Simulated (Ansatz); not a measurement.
CH3GaP (SMILES C=[P][GaH+]) (charge +1)

The calculation's input:

```
crystal:
  periodic: [false, false, false]
  atoms:
    - {symbol: C, position_ang: [-0.754278, 1.727972, 1.222721]}
    - {symbol: Ga, position_ang: [1.904443, 0.350462, 1.113004]}
    - {symbol: P, position_ang: [-0.340639, 0.260919, 0.497804]}
    - {symbol: H, position_ang: [-1.808743, 2.026315, 1.126181]}
    - {symbol: H, position_ang: [-0.145549, 2.446410, 1.781632]}
    - {symbol: H, position_ang: [3.411098, 0.391983, 1.514853]}
basis:
  gaussian:
    orbitals: def2-TZVPD
total_charge: 1
hamiltonian:
  xc: {name: PBE0}
output:
  forces: true
  orbitals: {seedname: orbitals}
```

Launched as:

```sh
ansatz run input.yaml --threads 2 --pin off --max-ram 4350MiB --events-out events.jsonl --progress --plain --runs-dir runs
```

Geometry: B3LYP-D3(BJ)/def2-SVP.

All numbers below come from Ansatz, isolated molecule in a Gaussian basis; Kohn-Sham density functional theory, functional PBE0.

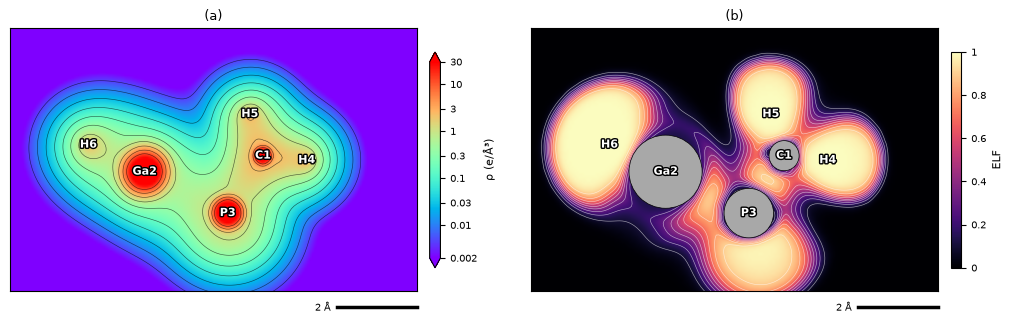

Figure 1. (a) electron density; (b) ELF on the molecular plane. Grey discs cover the atomic cores in the ELF map.

Describe what can be read from this map.

Answer.
- The section cuts through C, Ga, P and H sites.
- C–P (1.69 Å): the density is about 1.4 e/Å³ at the midpoint; the ELF peaks at about 0.90 between the atoms, as expected for a covalent bond.
- Ga–P (2.33 Å): ρ at the midpoint is about 0.6 e/Å³; the ELF peaks at about 0.85 in the valence shell of P, 1.0 Å from its nucleus, and is about 0.85 at the midpoint.
- C–H (1.10 Å): the density is about 2 e/Å³ at the midpoint; the ELF climbs to about 1 towards the hydrogen, as it does in any bond to H: a covalent bond by its length.
- Ga–H (1.56 Å): the density is about 1 e/Å³ at the midpoint; the ELF climbs to about 1 towards the hydrogen.
- The ELF also peaks beside P3, away from the bonds: lone-pair regions.

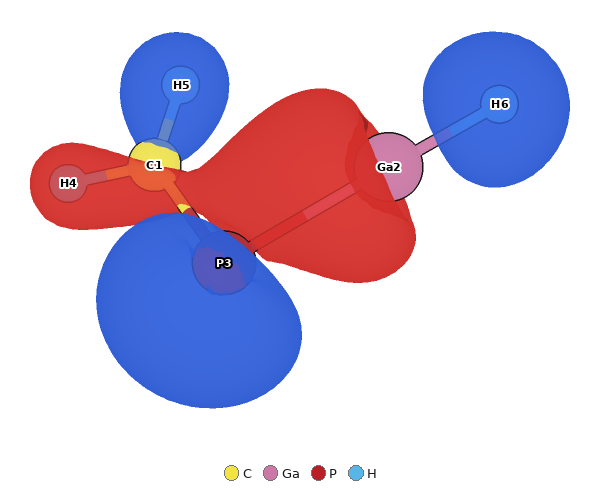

Figure 2. The HOMO at ±0.1 Å⁻³ᐟ² (blue and red are the two phases), seen at a tilt.

Describe this orbital and give its energy.

Answer. By Hirshfeld shares it lies mainly on P3 (about 55 %), Ga2 (about 20 %), H6 (about 10 %) and C1 (about 5 %); it is symmetric in the molecular plane (an in-plane orbital: σ, lone-pair or in-plane π type). Its energy is −13.07 eV.

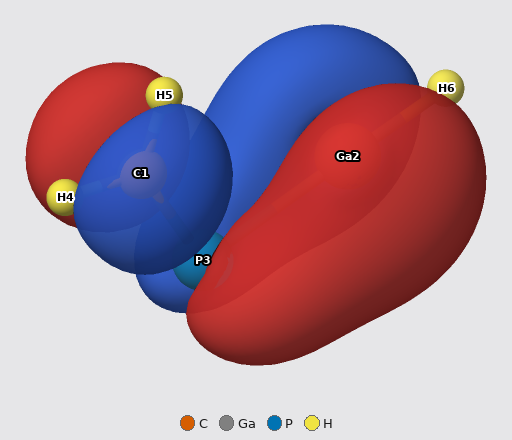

Figure 3. The LUMO at ±0.08 Å⁻³ᐟ² (red and blue are the two phases), seen at a tilt.

What is the character of this orbital?

Answer. It lies mainly on Ga2 (about 45 %), C1 (about 25 %) and P3 (about 20 %); it changes sign across the molecular plane (π type); π-bonding across Ga2–P3; π-antibonding (a node) across C1–P3. Its energy is −7.97 eV.
